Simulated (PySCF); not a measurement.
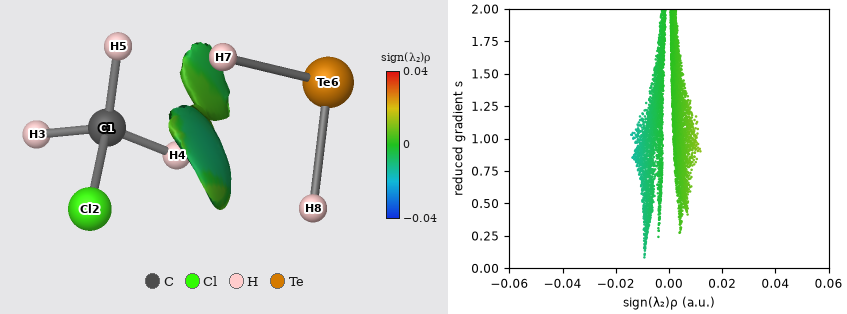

Figure. CH$_{5}$ClTe, SMILES `CCl.[TeH2]`. Non-covalent interaction surfaces between the fragments (reduced density gradient s = 0.5, coloured by sign(λ₂)ρ in a.u.; trimmed to the region between the fragments where ρ is under 0.06 a.u.). Fragment A: H3CCl (atoms 1–5); fragment B: TeH2. The plot gives s against sign(λ₂)ρ for grid points between the fragments.

Computed with PySCF, B3LYP/def2-TZVP, geometry: GFN2-xTB. Core potentials replace the inner electrons of Te; spin–orbit coupling isn't included. GFN2-xTB bond lengths at metals and heavier atoms can be off by up to 0.1 Å and shapes distorted, which carries into these values.

Input script:

```python
import numpy as np
from pyscf import gto, scf, dft
from pyscf.scf import atom_ks, atom_hf
from scipy.linalg import block_diag
from pyscf.dispersion import dftd3

def solve(mol, dm0=None, hcore=None):
    mf = (dft.UKS if mol.spin else dft.RKS)(mol, xc='b3lyp')
    mf.grids.level = 3
    mf = mf.density_fit(auxbasis='def2-universal-jkfit')
    mf.conv_tol, mf.max_cycle = 1e-8, 80
    if hcore is not None:
        mf.get_hcore = lambda *args: hcore
    mf.kernel(dm0)
    if not mf.converged:
        mf = mf.newton().run(mf.mo_coeff, mf.mo_occ, max_cycle=30)
    assert mf.converged, 'SCF not converged'
    return mf

mol = gto.M(atom='''
C     -2.68403     1.08379    -0.00556
Cl    -2.39716    -0.66822     0.00001
H     -3.73769     1.25919     0.18655
H     -2.40198     1.46999    -0.97992
H     -2.07126     1.52836     0.77263
Te     1.22122     0.05048    -0.00872
H      0.78706    -0.74307     1.36160
H      0.77615    -1.28238    -0.85440
''', basis='def2-tzvp', ecp={'Te': 'def2-tzvp'}, charge=0, spin=0, verbose=4)
mol_a = gto.M(atom='''
C     -2.68403     1.08379    -0.00556
Cl    -2.39716    -0.66822     0.00001
H     -3.73769     1.25919     0.18655
H     -2.40198     1.46999    -0.97992
H     -2.07126     1.52836     0.77263
ghost-Te     1.22122     0.05048    -0.00872
ghost-H      0.78706    -0.74307     1.36160
ghost-H      0.77615    -1.28238    -0.85440
''', basis='def2-tzvp', charge=0, spin=0, verbose=4)
mol_b = gto.M(atom='''
ghost-C     -2.68403     1.08379    -0.00556
ghost-Cl    -2.39716    -0.66822     0.00001
ghost-H     -3.73769     1.25919     0.18655
ghost-H     -2.40198     1.46999    -0.97992
ghost-H     -2.07126     1.52836     0.77263
Te     1.22122     0.05048    -0.00872
H      0.78706    -0.74307     1.36160
H      0.77615    -1.28238    -0.85440
''', basis='def2-tzvp', ecp={'Te': 'def2-tzvp'}, charge=0, spin=0, verbose=4)
ab, a, b = solve(mol), solve(mol_a), solve(mol_b)
e_int = ab.e_tot - a.e_tot - b.e_tot
print('counterpoise-corrected interaction energy / kcal/mol', e_int * 627.5095)
def disp(atoms, charge):
    m = gto.M(atom=atoms, charge=charge, basis='sto-3g', spin=None, unit='Bohr', verbose=0)
    return dftd3.DFTD3Dispersion(m, xc='b3lyp', version='d3bj').get_dispersion()['energy']
e_disp = disp(mol._atom, mol.charge) - disp(mol._atom[:5], mol_a.charge) - disp(mol._atom[5:], mol_b.charge)
print('D3(BJ) part / kcal/mol', e_disp * 627.5095)
# spherically averaged free atoms, for the promolecule
atom_ks.AtomSphAverageRKS.init_guess_by_vsap = lambda self, mol=None: self.init_guess_by_minao(mol)  # core potentials
atm = atom_ks.get_atm_nrks(mol, xc='b3lyp')
pro = block_diag(*[(atm[a[0]][2] * atm[a[0]][3]) @ atm[a[0]][2].T for a in mol._atom])
np.savez('result.npz', e_int=e_int, e_disp=e_disp, dm_a=a.make_rdm1(), dm_b=b.make_rdm1(), c=ab.mo_coeff, occ=ab.mo_occ, eps=ab.mo_energy, pro=pro, d=[f.dip_moment(verbose=0) for f in (ab, a, b)])
```

Command:

```sh
OMP_NUM_THREADS=1 python input.py
```

The run took 53 s on 1 thread of Arm Neoverse V1 (shared host), peak memory 0.64 GiB.

Partitions, critical points and surface values were worked out afterwards from this run's density.

Which interactions hold the two fragments together?

Bond critical points between the fragments: Cl2···Te6, 3.69 Å, ρ = 0.009 a.u. It is weak and appears green (van der Waals range). The pose is a local one from a semi-empirical search, not shown to be the most stable.

How strongly are they bound?

The counterpoise-corrected interaction energy of the frozen fragments is +2.3 kcal/mol without dispersion correction and −0.3 kcal/mol with D3(BJ). The pair geometry is semi-empirical, not a minimum at this level.
